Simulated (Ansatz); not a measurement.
# Cu2O: pressure series

Take Cu₂O (space group Pn-3m, No. 224; a = 4.299 Å) as the base.

Cell and atoms are relaxed at each pressure.

Calculations: PBE in Ansatz (plane waves to 420 eV, PAW, spin-orbit coupling left out), earlier PAW set.

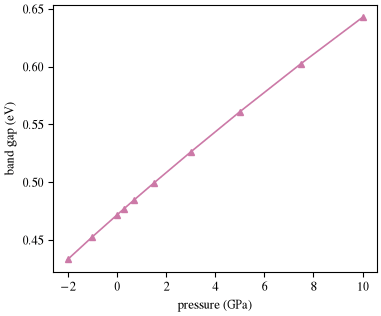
Figure: Band gap against pressure

### Question
From the plot, what is the band gap for pressure 5 GPa?

### Answer
About 0.56 eV.

### Question
Is the trend monotonic over the range shown?

### Answer
Yes, it rises throughout, spanning 0.43 eV to 0.64 eV.

Load acts through the strain it causes; cell and atoms are relaxed under it. Stability against distortions was not tested. Competing high-pressure phases were not computed. No Hubbard U is applied. The final runs are not spin-polarised.

Ansatz is a first-principles code.
